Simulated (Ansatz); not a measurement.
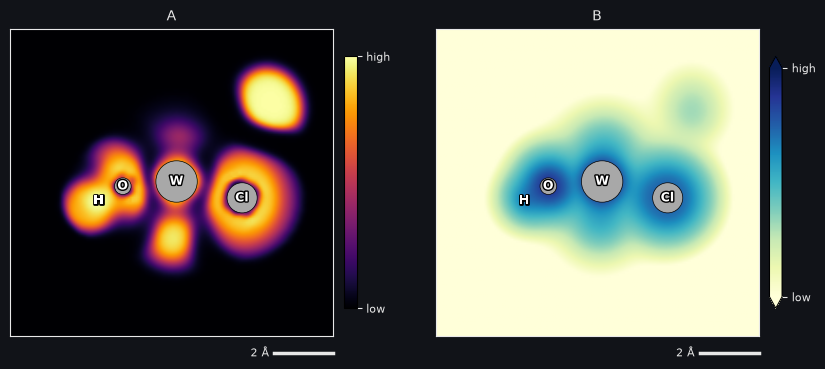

Cl2H4OW···H2: 2 fields on the plane of atoms O7, W1 and Cl9, with unlabelled colour scales. Grey discs cover the atomic cores.

Core potentials replace the inner electrons of W.

Method: Ansatz, RKS CAM-B3LYP-D4/def2-SVP.

> Match the panels to the quantities (electron density and electron localisation function).

Panel A: electron localisation function. Panel B: electron density. From the grid: W–O (1.82 Å): the density is about 1.2 e/Å³ at the midpoint; the ELF peaks at about 0.80 in the valence shell of O, 0.5 Å from its nucleus, and drops to about 0.25 between the two atoms. W–Cl (2.28 Å): ρ is about 0.69 e/Å³ halfway; the ELF peaks at about 0.85 in the valence shell of Cl, 0.8 Å from its nucleus, and is about 0.40 at the midpoint.
